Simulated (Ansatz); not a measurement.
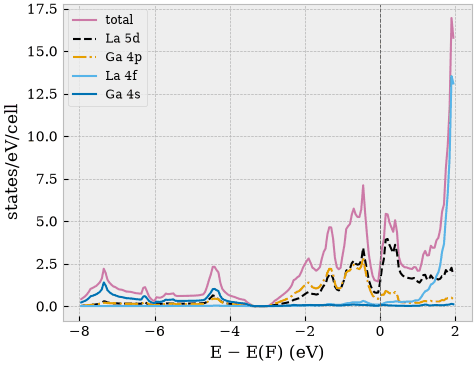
*Total and projected density of states of LaGa in space group Cmcm (No. 63; La on 4c, Ga on 4c), plane-wave PAW r²SCAN (Ansatz code)*

Task: Which orbitals carry the states next to the Fermi level?

Result: Within 0.5 eV of the Fermi level: La 5d 62 %, Ga 4p 26 %, La 4f 5 %. Projections are on Löwdin-orthogonalised atomic valence shells; empty p or d shells of many metals are not among them.

Task: Where is the tallest occupied peak in this window, and what makes it?

Result: Near -0.4 eV, about 7.1 states/eV per cell; the largest projected share is La 5d.

The workflow started from a Materials Project entry (that database holds measured and hypothetical structures alike); the Crystallography Open Database copy checked does not list it. Its standing as an ambient phase is unchecked. The r²SCAN relaxation kept the symmetry of its start; whether a distortion lowers the energy is not shown. Scalar-relativistic: spin–orbit coupling is off unless named, which matters more the heavier the elements.

Potentials: the earlier of the program's two PAW sets.
